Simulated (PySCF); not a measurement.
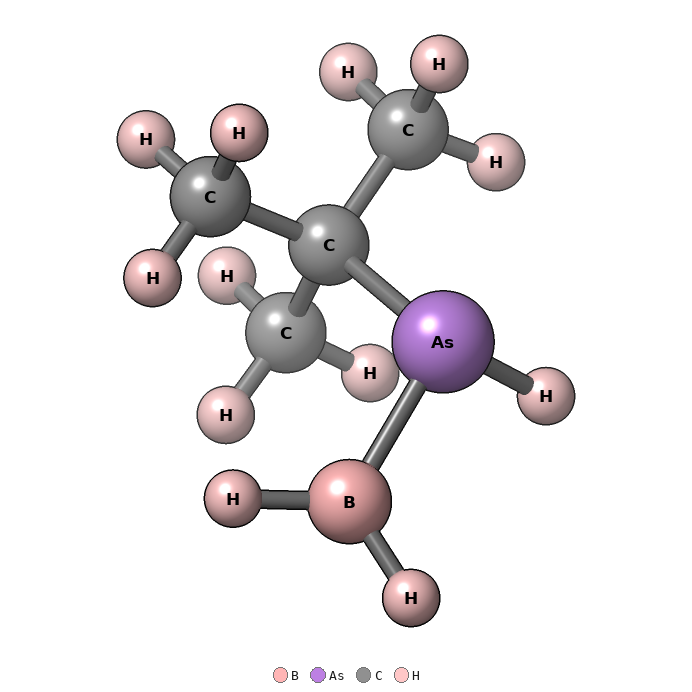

Orthographic view. Distant atoms are faded towards the background colour. The geometry was computed by an optimisation with PBE0-D3(BJ)/def2-SVP. No frequency run is at hand to confirm it as a minimum.

Q: Write the InChI string.

A: InChI=1S/C4H12AsB/c1-4(2,3)5-6/h5H,6H2,1-3H3/t5-/m0/s1
